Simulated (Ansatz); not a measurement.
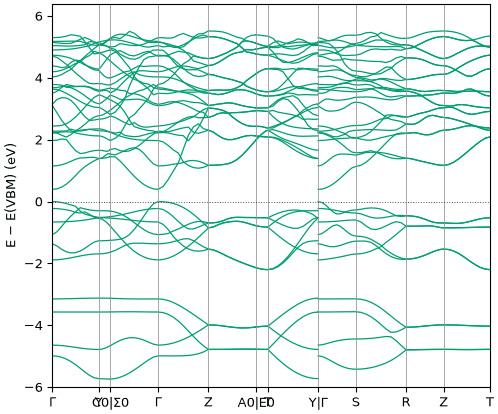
Fig. 1. Band structure from the program Ansatz at the r²SCAN level (PAW)

Q: Read off the gap and where the band edges lie.

A: About 0.4 eV (0.39 eV by a search for the band edges); maximum at Γ, minimum at Γ.

The material is Ca3SnH2 in space group Cmcm (No. 63; Ca on 4c, Ca on 8g, Sn on 4c, H on 8e).

The first step of the workflow began from a Materials Project structure, measured or hypothetical; the Crystallography Open Database files this formula in space group No. 63, but the cells were not matched. Whether it is the stable phase at ambient conditions was not checked. The r²SCAN relaxation kept the symmetry of its start; whether a distortion lowers the energy is not shown. Scalar-relativistic: spin–orbit coupling is off unless named, which matters more the heavier the elements.

Potentials: the later of the program's two PAW sets.
